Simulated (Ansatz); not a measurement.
**HfS+ (doublet): wave-function methods side by side, def2-QZVPP**

Aim: climb from Hartree-Fock through coupled cluster for HfS+ (doublet) at one geometry and basis, and see what each rung misses.

Program: Ansatz 0.2.0, Gaussian basis. Level of theory: def2-QZVPP, core rule «outside noble gas», up to 9 orbitals frozen. These are calculated values, not measurements.

To be run: UHF; ROHF; CCSD(T) on UHF.

2 further runs of the same task are left out: 2 set aside as unsound or not needed.

## Step 1: What is computed

The geometry is a PBE0/def2-TZVP stationary point (not a proven minimum) of the parent state, kept for this charge and spin. No spin-orbit coupling is included. Elements past krypton take def2 core potentials.

2 atoms, charge 1, spin multiplicity 2.

Atoms are counted from 1 here; the program's logs count them from 0.

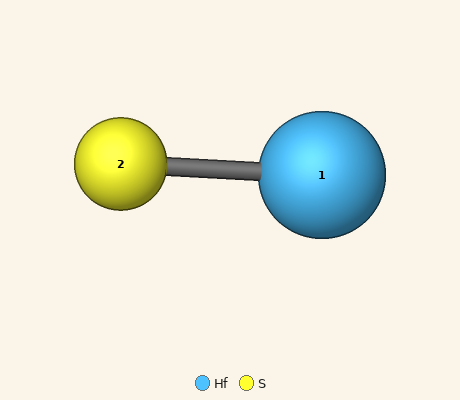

The geometry (hafnium blue, sulfur yellow); atoms are numbered from 1 in the order of the file.

Geometry (Å):

```xyz
2

Hf    0.0000    0.0000    0.0000
S     0.0000    0.0000    2.1637
```

In the tables R marks a restricted open-shell determinant and U an unrestricted one; energies count from the table's Hartree-Fock row.

## Step 2: UHF

The input, in.yaml:

```yaml
crystal:
  periodic: [false, false, false]
  atoms:
    - {symbol: Hf, position_ang: [0.000000, 0.000000, 0.000000]}
    - {symbol: S, position_ang: [0.000000, 0.000000, 2.163711]}
basis:
  gaussian: {orbitals: "def2-QZVPP.json"}
total_charge: 1
magnetization: {spin_polarized: true, initial_magnetization: 1}
hamiltonian: {xc: hf}
output: {orbitals: {seedname: orbitals}}
```

Command:

```sh
$ ansatz run in.yaml --threads 1 --pin off --events-out ev --progress --plain --max-ram 4096MiB --backend cpu
```

Output:

```text
Functional definition: HF
  name "HF"
  cite "Fock, Z. Phys. 61, 126 (1930) doi:10.1007/BF01340294"
  parent pbe
  exchange = exact_x
  correlation = 0
1002 factors; their error is unknown
mean field evaluation 1: about -12093.3666 eV, gradient 3.6e1 eV
mean field evaluation 2: about -12079.5286 eV, gradient 6.5e1 eV
mean field evaluation 4: about -12102.4967 eV, gradient 1.5e0 eV
mean field evaluation 8: about -12102.5377 eV, gradient 2.7e-1 eV
mean field evaluation 16: about -12102.6477 eV, gradient 4.0e-1 eV
mean field evaluation 32: about -12099.4419 eV, gradient 2.6e0 eV
mean field evaluation 64: about -12102.2758 eV, gradient 6.6e0 eV
mean field evaluation 96: about -12102.6152 eV, gradient 4.3e-1 eV
mean field evaluation 128: about -12101.7048 eV, gradient 7.2e-1 eV
mean field evaluation 160: about -12099.1721 eV, gradient 1.2e1 eV
mean field evaluation 192: about -12101.2023 eV, gradient 8.3e-1 eV
mean field evaluation 224: about -12100.9726 eV, gradient 6.8e-1 eV
mean field evaluation 256: about -12102.5449 eV, gradient 1.7e-1 eV
mean field evaluation 288: about -12101.8439 eV, gradient 4.6e0 eV
mean field -12102.64999819 eV, -444.7641839626 hartree, gradient 1.9e-5 eV, S^2 0.809115; 9 other end points of the search recorded, 0 dependent functions left out
reference -12102.64999819 eV, -444.7641839626 hartree; 14, 13 occupied and 137, 138 virtual orbitals, 1002 factors
Total energy: -12102.64999819 eV, -444.7641839626 hartree
```

It took 27 s on 1 thread of AMD EPYC 7R13, shared host; peak memory 0.4 GiB.

From the report: ⟨S²⟩ of the determinant 0.809 (pure doublet: 0.75).

## Step 3: ROHF

Edit in.yaml of step 2 so:

```diff
@@ -8,3 +8,3 @@
 total_charge: 1
-magnetization: {spin_polarized: true, initial_magnetization: 1}
+magnetization: {spin_polarized: false, initial_magnetization: 1}
 hamiltonian: {xc: hf}
```

Same command.

Output:

```text
Functional definition: HF
  name "HF"
  cite "Fock, Z. Phys. 61, 126 (1930) doi:10.1007/BF01340294"
  parent pbe
  exchange = exact_x
  correlation = 0
1002 factors; their error is unknown
mean field evaluation 1: about -12093.3708 eV, gradient 5.0e1 eV
mean field evaluation 2: about -12070.1204 eV, gradient 9.8e1 eV
mean field evaluation 4: about -12102.4934 eV, gradient 1.5e0 eV
mean field evaluation 8: about -12102.5040 eV, gradient 1.6e-1 eV
mean field evaluation 16: about -12093.4649 eV, gradient 5.0e1 eV
mean field evaluation 32: about -12102.0211 eV, gradient 2.1e-2 eV
mean field evaluation 64: about -12101.2856 eV, gradient 1.6e1 eV
mean field evaluation 96: about -12100.2756 eV, gradient 1.8e0 eV
mean field evaluation 128: about -12093.3708 eV, gradient 5.0e1 eV
mean field evaluation 160: about -12102.6006 eV, gradient 1.1e-5 eV
mean field -12102.60064022 eV, -444.7623700908 hartree, gradient 1.1e-5 eV, S^2 0.750000; 4 other end points of the search recorded, 0 dependent functions left out
reference -12102.60064022 eV, -444.7623700908 hartree; 14, 13 occupied and 137, 138 virtual orbitals, 1002 factors
Total energy: -12102.60064022 eV, -444.7623700908 hartree
```

Run time: 13 s. Hardware: 1 thread of AMD EPYC 7R13, shared host; peak memory 0.39 GiB.

## Step 4: CCSD(T) on UHF

Edit in.yaml of step 3 so:

```diff
@@ -8,4 +8,3 @@
 total_charge: 1
-magnetization: {spin_polarized: false, initial_magnetization: 1}
-hamiltonian: {xc: hf}
-output: {orbitals: {seedname: orbitals}}
+magnetization: {spin_polarized: true, initial_magnetization: 1}
+correlation: {method: ccsd_t, electrons: outside_noble_gas}
```

Command:

```sh
$ ansatz run in.yaml --threads 2 --pin off --events-out ev --progress --plain --max-ram 24576MiB --backend cuda --devices 0, --max-vram 18GiB
```

Output, cut to the lines that bear on the results:

```text
Functional definition: HF
  name "HF"
  cite "Fock, Z. Phys. 61, 126 (1930) doi:10.1007/BF01340294"
  parent pbe
[...]
919 factors; integrals over basis functions are off by at most 1.0e-3 eV
[...]
mean field -12102.65012005 eV, -444.7641884411 hartree, gradient 7.2e-6 eV, S^2 0.809116; 40 other end points of the search recorded, 0 dependent functions left out
determinant -12102.65012005 eV, -444.7641884411 hartree, with singles and doubles -12109.98542618 eV, -445.0337559692 hartree
determinant -12102.11539337 eV, -444.7445375980 hartree, with singles and doubles -12109.26708848 eV, -445.0073575456 hartree
determinant -12101.71913066 eV, -444.7299752118 hartree, with singles and doubles -12107.68951619 eV, -444.9493828331 hartree
determinant -12101.71486351 eV, -444.7298183970 hartree, with singles and doubles -12107.68639004 eV, -444.9492679494 hartree
[...]
determinant -12099.74002118 eV, -444.6572442800 hartree, with singles and doubles -12105.67710840 eV, -444.8754282109 hartree
determinant -12099.50908731 eV, -444.6487576167 hartree, with singles and doubles -12106.13524410 eV, -444.8922643877 hartree
determinant -12099.18197893 eV, -444.6367366055 hartree, with singles and doubles -12105.06256172 eV, -444.8528440370 hartree
9 core orbitals not correlated: weight in the atoms' cores, before any rotation towards them, 0.994 or more for the frozen orbitals, at most 0.004 for the correlated occupied ones
reference -12102.65012005 eV, -444.7641884411 hartree; 5, 4 occupied and 137, 138 virtual orbitals, 919 factors
second order -7.11303028 eV of doubles, -0.00000000 eV of singles
cycle   1  -7.17080010 eV  change   -4.8e-1 eV  update   2.6e-2
[...]
cycle  11  -7.21457854 eV  change    3.2e-7 eV  update   9.1e-6
perturbative correction -0.61600538 eV, -0.0226377801 hartree
Total energy: -12110.48070398 eV, -445.0519570925 hartree
```

Wall time 83 s (1 × H100 (card shared with other runs) with 2 threads of AMD EPYC 7R13, shared host); peak host memory 0.9 GiB.

From the report: ⟨S²⟩ of the determinant 0.809 (pure doublet: 0.75); correlation -7.8306 eV; T1 0.039; largest double amplitude 0.06.

## Step 5: All levels against the top one

No level here is safe as a reference; UCCSD(T) serves as a yardstick only. Rows without a time come out of other runs: HF, MP2 and CCSD of CCSD(T), CCSDT of CCSDT(Q).

| method | energy from the lowest RHF (kJ/mol) | from UCCSD(T) (kJ/mol) | time |
| --- | --- | --- | --- |
| RHF | 0.0 | +760.3 |  |
| UHF | -4.8 | +755.5 |  |
| UMP2 | -691.1 | +69.2 |  |
| UCCSD | -700.9 | +59.4 |  |
| UCCSD(T) | -760.3 | 0 | 83 s |

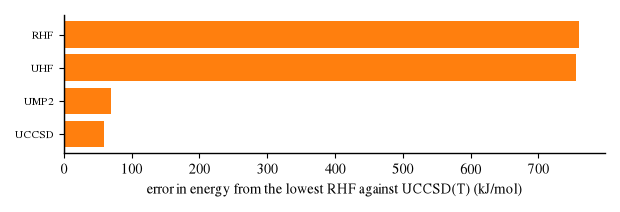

Error of each method against UCCSD(T).

## Step 6: What came out

| quantity | value |
| --- | --- |
| UCCSD(T) below the RHF energy | -7.8801 eV |
| UMP2 from UCCSD(T) | +69.2 kJ/mol |
